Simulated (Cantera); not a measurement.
A closed system holds: 1 mol Cr, 36 mol N2, held at 1.00 bar.

These are equilibrium values from Cantera (NASA tables, ideal gas, pure condensed phases), not measurements of a reactor. Candidate condensed phases: Cr, CrN, Cr2N; 4 gas species. The numbers say what is thermodynamically allowed, not how fast it happens.

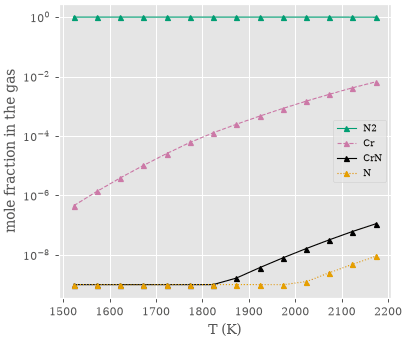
Figure: Equilibrium gas composition (values under 1e-9 drawn at 1e-9)

From 1523 K to 1773 K the condensed part is Cr2N(s). From 1823 K to 2123 K the condensed part is Cr(s). At 2173 K the condensed part is Cr(l). The main Cr-bearing gas is Cr throughout.
